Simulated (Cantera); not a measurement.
Input: 1 mol CH₂F₂, 0.011 mol HCl, equilibrated at 0.0173 Torr.

Equilibrium computed with Cantera from the NASA thermochemical tables; the gas is ideal and each condensed phase is pure. Candidate condensed phases: C, C₆H₆, C₇H₈, C₈H₁₈; 118 gas species. Equilibrium is a limit: real reactors are often held back by kinetics, nucleation or transport.

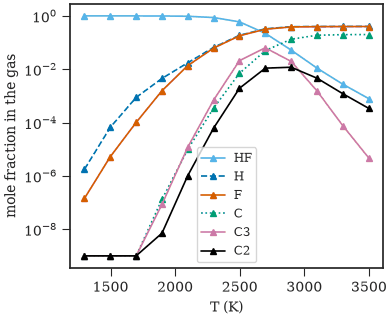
Figure. Equilibrium gas composition (values under 1e-9 drawn at 1e-9)

**Question.** Read off the mole fractions at 2098 K.

**Answer.** HF about 0.96, H about 0.017, F about 0.014, C₃ about 1.2e-5, C about 9.9e-6, C₂ about 1.0e-6.
